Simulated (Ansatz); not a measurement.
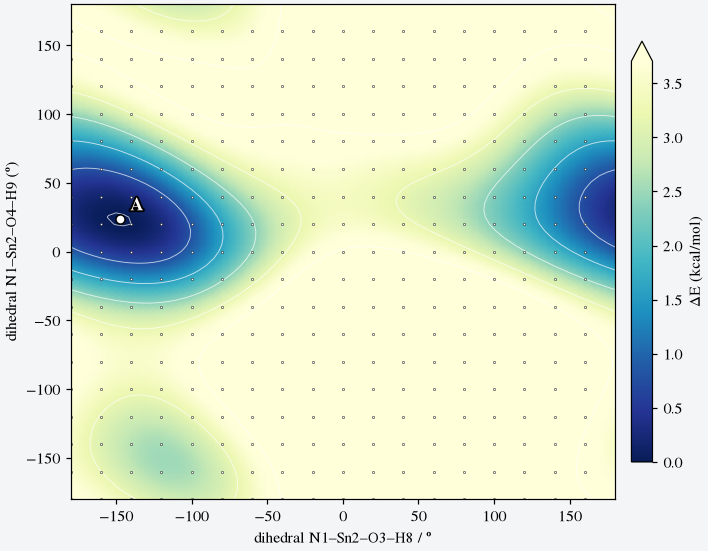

H5NO2Sn, SMILES [NH2][SnH]([OH])[OH]. The first coordinate is: dihedral N1–Sn2–O3–H8; the second: dihedral N1–Sn2–O4–H9. Nothing is relaxed (all other coordinates rigid). Grid: 18 × 18 points. Points are written as (first, second). Energies: kcal/mol, counted from the lowest grid point. These are results of Ansatz, RKS SPW92 (LDA)/def2-SVP, not measurements.

In the figure: a smooth colour map with a few white contour lines, dots at the grid points, one colour for all values above the top of the scale, the well A. Between grid points the surface is interpolated.

**Estimate the position of the minimum and the force constants in these coordinates. Take the well at A.**

The interpolated minimum is at dihedral N1–Sn2–O3–H8 ≈ −148°, dihedral N1–Sn2–O4–H9 ≈ 23°. The curvatures there are about 0.11 eV/rad² and 0.25 eV/rad², with a cross term of about 0.054 eV/rad². Round the minimum the valley is somewhat tilted: raising dihedral N1–Sn2–O3–H8 shifts the best value of dihedral N1–Sn2–O4–H9 downwards (coupling k₁₂/√(k₁₁k₂₂) about 0.3). (1 eV is 23.1 kcal/mol.)
